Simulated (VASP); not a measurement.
Band structure of In (relaxed from the A7 structure, space group R-3m). All values below come from PBEsol GGA, VASP's PBE PAW potentials (set 64) (plane waves; VASP).

Unless said otherwise, spin-orbit coupling is left out, though it shifts the bands of the heavy elements here.

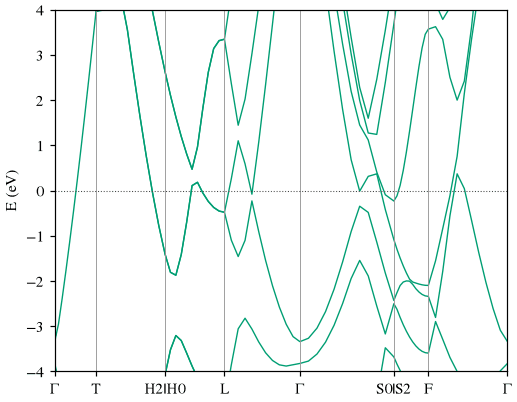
*Bands along high-symmetry lines, zero at the valence-band maximum or, without a gap, the Fermi level*

Q: Read the plot: is there a gap, and where are the band edges?

A: It has no gap at this level: it comes out as a metal or semimetal. (Edges off the drawn lines would not show.)

The structure was generated: In was put into the A7 type (R-3m), which need not be its known phase. It was relaxed first, which changed the volume by -5 %.
